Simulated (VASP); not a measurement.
Energy against volume of CoSi2 (fluorite). All values below come from PBEsol GGA, VASP's PBE PAW potentials (set 64) (plane waves; VASP).

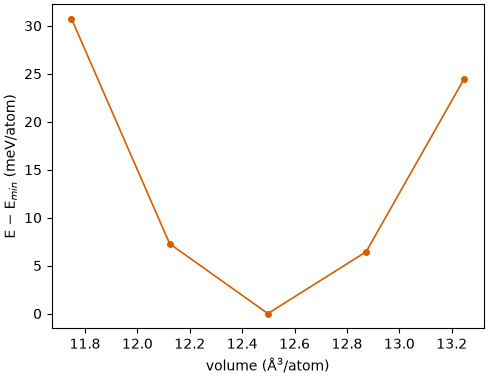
*Energy against volume*

Question: Estimate the equilibrium volume and the bulk modulus.

Answer: The minimum lies near 12.5 Å³/atom, and the curvature gives B0 of about 190 GPa.

Measured: a 5.365 Å (computed value off by -1.0 %), as given by Ganesh Hegde et al., Applied Physics Letters (2014), arXiv:1405.1317. The calculation is for a static lattice, while the measured a holds thermal and zero-point effects, which are part of the difference.

The compound is CoSi2 in the fluorite structure. It was relaxed first. The run is not spin-polarised, so no magnetic state was tried.
